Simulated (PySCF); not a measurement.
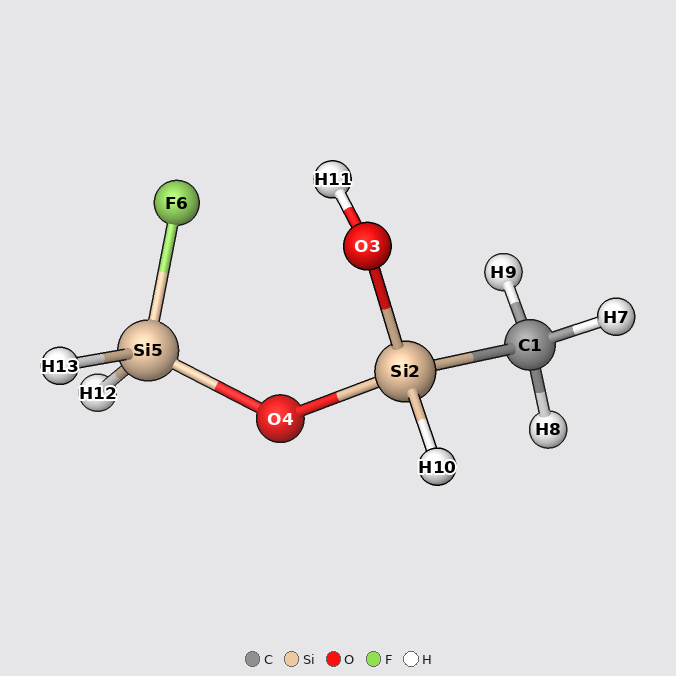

The atoms are numbered. Computed geometry: PBE0-D3(BJ)/def2-SVP optimisation. No frequency run is at hand to confirm it as a minimum.

Which atoms are bonded, and how long are the bonds?

```csv
bond,length (Å),order
C1–Si2,1.858,single
C1–H7,1.101,single
C1–H8,1.101,single
C1–H9,1.101,single
Si2–O3,1.661,single
Si2–O4,1.681,single
Si2–H10,1.483,single
O3–H11,0.964,single
O4–Si5,1.640,single
Si5–F6,1.636,single
Si5–H12,1.482,single
Si5–H13,1.484,single
```
